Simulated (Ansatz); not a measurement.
# One shape, several levels: triplet NH3

Wanted: a comparison of 6 runs (UB2PLYP/6-31G, UBLYP/3-21G, UHSE06/6-31G, USVWN5/6-31G, RPA@PBE/6-31G, UMP2/3-21G) of triplet NH3. 

The calculation is run with Ansatz 0.2.0.

68 further runs of the same task are left out: 68 set aside as unsound or not needed.

## 1. The structure to begin with

The species is NH3 (4 atoms), meant as a triplet with charge 0. As SMILES of the parent species, `N`. Geometry: relaxed at GFN2-xTB. That shape belongs to the parent species and isn't relaxed for this state.

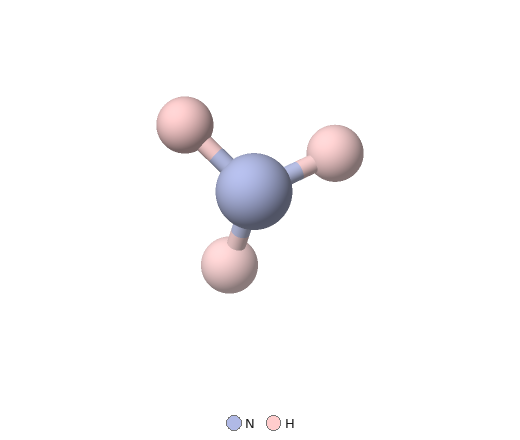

Viewed from a chosen angle; nitrogen light blue, hydrogen pink.

## 2. The energy at UB2PLYP/6-31G (run 1)

in.yaml reads:

```yaml
crystal:
  periodic: [false, false, false]
  atoms:
    - {symbol: "N", position_ang: [-0.068160, 0.242830, 0.108060]}
    - {symbol: H, position_ang: [0.491930, -0.300470, 0.753380]}
    - {symbol: H, position_ang: [-0.891960, -0.300620, -0.118350]}
    - {symbol: H, position_ang: [0.468190, 0.358250, -0.743090]}
basis:
  gaussian: {orbitals: 6-31G}
magnetization: {spin_polarized: true, initial_magnetization: 2}
correlation: {frozen_orbitals: {H: 0, "N": 1}}
hamiltonian: {xc: {name: B2PLYP}}
accuracy: high
```

The run is started by

```sh
$ ansatz run in.yaml --threads 1 --pin off --max-ram 2610MiB --events-out events.jsonl --progress --plain --runs-dir runs
```

The program printed:

```text
Warning: RAYON_NUM_THREADS=1 ignored (pool sized by the plan → 1); use --threads N
Functional definition: B2PLYP
  name "B2PLYP"
  parameter a = 0.53
  parameter c = 0.27
  exchange = (1 - a)*b88_x + a*exact_x
  correlation = (1 - c)*lyp_c + c*(mp2_os + mp2_ss)
350 factors; integrals over basis functions are off by at most 3.7e-9 eV
mean field evaluation 1: about -1527.3648 eV, gradient 1.0e1 eV
mean field evaluation 2: about -1527.3638 eV, gradient 1.0e1 eV
mean field evaluation 4: about -1527.8230 eV, gradient 6.0e-1 eV
mean field evaluation 8: about -1527.8249 eV, gradient 2.9e-3 eV
mean field evaluation 16: about -1527.8249 eV, gradient 4.4e-7 eV
mean field -1527.82491809 eV, -56.1465301430 hartree, gradient 5.8e-8 eV, S^2 2.001108; 0 other end points of the search recorded, 0 dependent functions left out
1 core orbitals not correlated: weight in the atoms' cores, before any rotation towards them, 1.000 or more for the frozen orbitals, at most 0.000 for the correlated occupied ones
reference -1527.82493254 eV, -56.1465306737 hartree; 5, 3 occupied and 9, 11 virtual orbitals, 350 factors
second order -3.22080997 eV of doubles, -0.00000000 eV of singles
Total energy: -1528.69455123 eV, -56.1784885712 hartree
```

Run time: 0.4 s. Hardware: 1 thread of AMD EPYC 9R45 (Zen 5), shared host.

## 3. A single-point energy at UBLYP/3-21G (run 2)

job.yaml reads:

```yaml
crystal:
  periodic: [false, false, false]
  atoms:
    - {symbol: "N", position_ang: [-0.068160, 0.242830, 0.108060]}
    - {symbol: H, position_ang: [0.491930, -0.300470, 0.753380]}
    - {symbol: H, position_ang: [-0.891960, -0.300620, -0.118350]}
    - {symbol: H, position_ang: [0.468190, 0.358250, -0.743090]}
basis:
  gaussian: {orbitals: 3-21G.json}
magnetization: {spin_polarized: true, initial_magnetization: 2}
hamiltonian: {xc: {name: BLYP}}
accuracy: high
```

The basis set 3-21G is read from a file made from the Basis Set Exchange's data (not shown).

The run is started by

```sh
$ ansatz run job.yaml --threads 1 --pin off --max-ram 2610MiB --events-out events.jsonl --progress --plain --runs-dir runs
```

The program printed:

```text
Warning: RAYON_NUM_THREADS=1 ignored (pool sized by the plan → 1); use --threads N
Functional definition: BLYP
  name "BLYP"
  parameter beta = 0.0042
  parameter a = 0.04918
  parameter b = 0.132
  parameter c = 0.2533
  parameter d = 0.349
  exchange = b88_x(beta = beta)
  correlation = lyp_c(a = a, b = b, c = c, d = d)
291 factors; integrals over basis functions are off by at most 4.3e-9 eV
mean field evaluation 1: about -1520.8077 eV, gradient 1.8e1 eV
mean field evaluation 2: about -1520.0498 eV, gradient 2.2e1 eV
mean field evaluation 4: about -1521.9810 eV, gradient 8.6e-2 eV
mean field evaluation 8: about -1521.9657 eV, gradient 3.1e-3 eV
mean field evaluation 16: about -1521.9657 eV, gradient 2.9e-7 eV
mean field -1521.96570944 eV, -55.9312081965 hartree, gradient 3.7e-8 eV, S^2 2.000390; 0 other end points of the search recorded, 0 dependent functions left out
reference -1521.96573831 eV, -55.9312092576 hartree; 6, 4 occupied and 9, 11 virtual orbitals, 291 factors
Total energy: -1521.96573831 eV, -55.9312092576 hartree
```

Wall time 0.28 s (1 thread of AMD EPYC 9R45 (Zen 5), shared host).

Runs 3 to 5 aren't shown in full; the table further down has their settings and results.

## 4. A single-point energy at UMP2/3-21G (run 6)

job.yaml reads:

```yaml
basis:
  gaussian:
    orbitals: 3-21G.json
crystal:
  periodic: [false, false, false]
  atoms:
    - symbol: N
      position_ang: [-0.068160, 0.242830, 0.108060]
    - symbol: H
      position_ang: [0.491930, -0.300470, 0.753380]
    - symbol: H
      position_ang: [-0.891960, -0.300620, -0.118350]
    - symbol: H
      position_ang: [0.468190, 0.358250, -0.743090]
magnetization:
  spin_polarized: true
  initial_magnetization: 2
correlation:
  method: mp2
  frozen_orbitals: {H: 0, "N": 1}
accuracy: high
```

The basis set 3-21G is read from a file made from the Basis Set Exchange's data (not shown).

The run is started by

```sh
$ ansatz run job.yaml --threads 1 --pin off --max-ram 2610MiB --events-out events.jsonl --progress --plain --runs-dir runs
```

The program printed:

```text
Warning: RAYON_NUM_THREADS=1 ignored (pool sized by the plan → 1); use --threads N
Functional definition: HF
  name "HF"
  exchange = exact_x
  correlation = 0
291 factors; integrals over basis functions are off by at most 4.3e-9 eV
mean field evaluation 1: about -1512.7227 eV, gradient 7.0e0 eV
mean field evaluation 2: about -1512.7234 eV, gradient 7.0e0 eV
mean field evaluation 4: about -1513.0293 eV, gradient 3.1e-1 eV
mean field evaluation 8: about -1513.0303 eV, gradient 5.5e-4 eV
mean field evaluation 16: about -1511.9934 eV, gradient 5.8e0 eV
mean field -1513.03028645 eV, -55.6028374584 hartree, gradient 3.1e-8 eV, S^2 2.001904; 2 other end points of the search recorded, 0 dependent functions left out
1 core orbitals not correlated: weight in the atoms' cores, before any rotation towards them, 1.000 or more for the frozen orbitals, at most 0.000 for the correlated occupied ones
reference -1513.03028645 eV, -55.6028374584 hartree; 5, 3 occupied and 9, 11 virtual orbitals, 291 factors
second order -2.63081956 eV of doubles, -0.00000000 eV of singles
Total energy: -1515.66110601 eV, -55.6995182939 hartree
```

Run time: 0.06 s. Hardware: 1 thread of AMD EPYC 9R45 (Zen 5), shared host.

## 5. The series

| run | level | frozen core orbitals | energy (Eh) | ⟨S²⟩ | wall time |
| --- | --- | --- | --- | --- | --- |
| 1 | UB2PLYP/6-31G | 1 | -56.178489 | 2.001 | 0.4 s |
| 2 | UBLYP/3-21G | – | -55.931209 | 2.000 | 0.28 s |
| 3 | UHSE06/6-31G | – | -56.195777 | 2.001 | 0.46 s |
| 4 | USVWN5/6-31G | – | -55.780153 | 2.001 | 0.18 s |
| 5 | RPA@PBE/6-31G | 1 | -56.092459 | 2.000 | 0.38 s |
| 6 | UMP2/3-21G | 1 | -55.699518 | 2.002 | 0.06 s |

## 6. What came out

```
                                         quantity         value
                              run 6: total energy  -55.69952 Eh
run 6: correlation energy (1 core orbital frozen)     -96.7 mEh
         run 6: ⟨S²⟩ of the reference determinant         2.002
```

Totals of different functionals can't be ranked against each other. All runs together took 1.8 s, the longest 0.46 s.
